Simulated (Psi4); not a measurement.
# M06-L/def2-TZVP (core potential) run of SiSbH5 (SbH2(SiH3))

Aim: the vertical singlet–triplet gap of SiSbH5 (SbH2(SiH3)) at M06-L/def2-TZVP (core potential), from 2 runs. 

Program for the calculation: Psi4 1.11.

3 further runs of the same task are left out: 3 set aside as unsound or not needed.

## 1. Starting point

SiSbH5: 7 atoms, total charge 0, spin state singlet. SMILES: `[H][Sb]([H])[SiH3]`. The shape comes from GFN2-xTB, which is rough for such elements, and wasn't checked as a minimum.

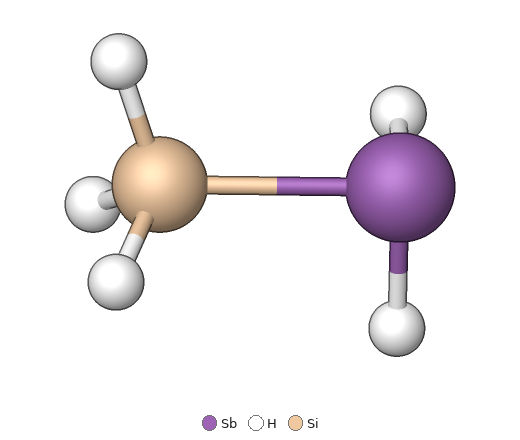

The structure, seen from a chosen angle (antimony purple, hydrogen white, silicon light orange).

## 2. Energy and gradient at M06-L/def2-TZVP (core potential)

Input file h5sbsi.xyz:

```xyz
7
H5SbSi
Sb     0.597850     1.098380     1.155690
H      1.971330     1.047760     0.168440
H     -0.060380     2.246590     0.101670
Si    -0.451710    -0.784440    -0.176280
H     -0.495060    -0.611890    -1.626310
H     -1.828920    -0.967870     0.281020
H      0.266890    -2.028520     0.095770
```

Input file calc.py:

```python
import psi4

psi4.set_memory('1600 MB')
psi4.set_num_threads(1)
psi4.set_output_file('run.log', False)

with open('h5sbsi.xyz') as f:
    atoms = ''.join(f.readlines()[2:])
molecule = psi4.geometry('0 1\n' + atoms + 'symmetry c1')

options = {'puream': True, 'e_convergence': 1e-09, 'd_convergence': 1e-08, 'scf_type': 'pk', 'dft_radial_points': 99, 'dft_spherical_points': 590}
psi4.set_options(options)

energy_value, wavefunction = psi4.gradient('m06-l/def2-TZVP', return_wfn=True)
print('gradient / Eh bohr^-1')
print(energy_value.np.round(6))
print(f'energy = {wavefunction.energy():.10f} Eh')
for k, v in sorted(psi4.core.scalar_variables().items()):
    print(f'{k:45s} {v:18.10f}')
```

Started as:

```
$ python calc.py
```

run.log:

```text
[...]
    !!!  WARNING: ECP capability is in beta. Please check occupations closely.  !!!
[...]
  Running in c1 symmetry.
[...]
  Nuclear repulsion =  114.304991523602141
[...]
  Multiplicity = 1
[...]
  Nalpha       = 21
  Nbeta        = 21
[...]
    Number of basis functions: 117
[...]
   @RKS iter   1:  -532.55223204431445   -1.20889e+00   7.65464e-03 DIIS/ADIIS
[...]
   @RKS iter  12:  -532.91080593522577   -9.66338e-12   5.37445e-09 DIIS
[...]
    Orbital Energies [Eh]
    ---------------------
    Doubly Occupied:
       1A    -65.809097     2A     -5.617012     3A     -5.230950
       4A     -3.859040     5A     -3.858277     6A     -3.854063
       7A     -3.540010     8A     -3.539207     9A     -3.539091
      10A     -1.239848    11A     -1.239341    12A     -1.236725
      13A     -1.235672    14A     -1.234196    15A     -0.552518
      16A     -0.480786    17A     -0.333786    18A     -0.327641
      19A     -0.307108    20A     -0.278388    21A     -0.232964
[...]
  @RKS Final Energy:  -532.91080593522577
   => Energetics <=
    Nuclear Repulsion Energy =            114.3049915236021405
    One-Electron Energy =               -1052.2643242346634906
    Two-Electron Energy =                 447.4308755949728038
    DFT Exchange-Correlation Energy =     -42.3823488191371638
    Empirical Dispersion Energy =           0.0000000000000000
    VV10 Nonlocal Energy =                  0.0000000000000000
    Total Energy =                       -532.9108059352257669
[...]
 Multipole Moments:
 ------------------------------------------------------------------------------------
     Multipole            Electronic (a.u.)      Nuclear  (a.u.)        Total (a.u.)
 ------------------------------------------------------------------------------------
 L = 1.  Multiply by 2.5417464519 to convert [e a0] to [Debye]
 Dipole X            :         16.9494227          -16.9217362            0.0276865
 Dipole Y            :         30.6683778          -30.6044004            0.0639774
 Dipole Z            :         25.4553102          -25.2820440            0.1732662
 Magnitude           :                                                    0.1867641
[...]
  -Total Gradient:
     Atom            X                  Y                   Z
    ------   -----------------  -----------------  -----------------
       1       -0.002545497636    -0.004237589126    -0.011385488444
       2       -0.007621176710     0.001291799419     0.003068097426
       3        0.004892319053    -0.005855756731     0.003377074631
       4        0.004073183932     0.006194074184     0.003079178815
       5       -0.001090968812    -0.002911454335     0.006158464821
       6        0.005992222945     0.000473496590    -0.002442280357
       7       -0.003720057733     0.005036380859    -0.002096449857
[...]
```

The script printed:

```text
gradient / Eh bohr^-1
[[-0.002545 -0.004238 -0.011385]
 [-0.007621  0.001292  0.003068]
 [ 0.004892 -0.005856  0.003377]
 [ 0.004073  0.006194  0.003079]
 [-0.001091 -0.002911  0.006158]
 [ 0.005992  0.000473 -0.002442]
 [-0.00372   0.005036 -0.002096]]
energy = -532.9108059352 Eh
CURRENT ENERGY                                   -532.9108059352
CURRENT REFERENCE ENERGY                         -532.9108059352
DD SOLVATION ENERGY                                 0.0000000000
DFT FUNCTIONAL TOTAL ENERGY                      -532.9108059352
DFT TOTAL ENERGY                                 -532.9108059352
DFT VV10 ENERGY                                     0.0000000000
DFT XC ENERGY                                     -42.3823488191
GRID ELECTRONS ALPHA                               20.9999998806
GRID ELECTRONS BETA                                20.9999998806
GRID ELECTRONS TOTAL                               41.9999997612
NUCLEAR REPULSION ENERGY                          114.3049915236
ONE-ELECTRON ENERGY                             -1052.2643242347
PCM POLARIZATION ENERGY                             0.0000000000
PE ENERGY                                           0.0000000000
SCF ITERATION ENERGY                             -532.9108059352
SCF ITERATIONS                                     12.0000000000
SCF TOTAL ENERGY                                 -532.9108059352
TWO-ELECTRON ENERGY                               447.4308755950
XC GRID RADIAL POINTS                              99.0000000000
XC GRID SPHERICAL POINTS                          590.0000000000
XC GRID TOTAL POINTS                           388814.0000000000
```

Run time: 37 s. Hardware: 1 thread of AMD EPYC 9R45 (Zen 5), shared host; peak memory 0.72 GiB.

## 3. The triplet at the same level

Input file h5sbsi.in:

```
memory 1600 MB

molecule system {
  0 3
  Sb
  H 1 1.692239
  H 1 1.691925 2 88.43104
  Si 1 2.533916 3 90.89676 2 -90.39326
  H 4 1.460904 1 116.50477 3 36.74292
  H 4 1.462695 5 107.28877 3 102.63389
  H 4 1.462235 5 107.44193 6 115.13631
  symmetry c1
  no_reorient
  no_com
}

set {
  reference uks
  puream true
  e_convergence 1e-09
  d_convergence 1e-08
  scf_type pk
  dft_radial_points 99
  dft_spherical_points 590
  maxiter 200
}

e_tot, wfn = gradient('m06-l/def2-TZVP', return_wfn=True)
oeprop(wfn, 'QUADRUPOLE', 'LOWDIN_CHARGES', 'MAYER_INDICES', title='M06-L')
print_variables()
```

Started as:

```
$ psi4 h5sbsi.in h5sbsi.out -n 1
```

h5sbsi.out (excerpt; [...] marks lines left out):

```text
[...]
    !!!  WARNING: ECP capability is in beta. Please check occupations closely.  !!!
[...]
  Running in c1 symmetry.
[...]
  Nuclear repulsion =  114.305000147250610
[...]
  Multiplicity = 3
[...]
  Nalpha       = 22
  Nbeta        = 20
[...]
    Number of basis functions: 117
[...]
   @UKS iter   1:  -532.26103072968635   -9.97401e-01   8.03896e-03 ADIIS/DIIS
[...]
   @UKS iter  22:  -532.72704705597914   -3.06954e-12   5.56344e-09 DIIS
[...]
   @S^2 Observed:                2.005636246E+00
[...]
  @UKS Final Energy:  -532.72704705597914
   => Energetics <=
    Nuclear Repulsion Energy =            114.3050001472506096
    One-Electron Energy =               -1051.3072144501552430
    Two-Electron Energy =                 446.6444873058275107
    DFT Exchange-Correlation Energy =     -42.3693200589021117
    Empirical Dispersion Energy =           0.0000000000000000
    VV10 Nonlocal Energy =                  0.0000000000000000
    Total Energy =                       -532.7270470559791420
[...]
  -Total Gradient:
     Atom            X                  Y                   Z
    ------   -----------------  -----------------  -----------------
       1        0.062229257802     0.007024034167     0.000704434471
       2        0.002019929038     0.009313911793    -0.008387635840
       3       -0.000604758244    -0.012499998059     0.008912488570
       4       -0.061411656425    -0.000500418841     0.001403208481
       5       -0.009562212218    -0.010208034091    -0.007723842694
       6        0.003271234833    -0.000681481774     0.007453825962
       7        0.004072130810     0.007679536546    -0.002266155103
[...]
 Multipole Moments:
 ------------------------------------------------------------------------------------
     Multipole            Electronic (a.u.)      Nuclear  (a.u.)        Total (a.u.)
 ------------------------------------------------------------------------------------
[...]
```

It took 91 s on 1 thread of AMD EPYC 9R45 (Zen 5), shared host; peak memory 0.72 GiB.

## 4. Results

At M06-L/def2-TZVP (core potential):

| quantity | value |
| --- | --- |
| singlet: total energy | -532.91081 Eh |
| singlet: dipole moment | 0.47 D |
| singlet: HOMO energy | -6.34 eV |
| singlet: LUMO energy | -0.72 eV |
| singlet: HOMO–LUMO gap | 5.62 eV |
| singlet: largest force on an atom | 0.638 eV/Å |
| triplet: total energy | -532.72705 Eh |
| triplet: dipole moment | 0.59 D |
| triplet: HOMO energy (highest over α and β) | -1.83 eV |
| triplet: ⟨S²⟩ | 2.006 |
| triplet: largest force on an atom | 3.220 eV/Å |
| vertical energy of the triplet above the singlet | 5.000 eV |

In words: At this shape the triplet lies 5.00 eV (115 kcal/mol) above the singlet. The largest force (singlet) is 0.64 eV/Å: the shape isn't a stationary point for this species at this level.
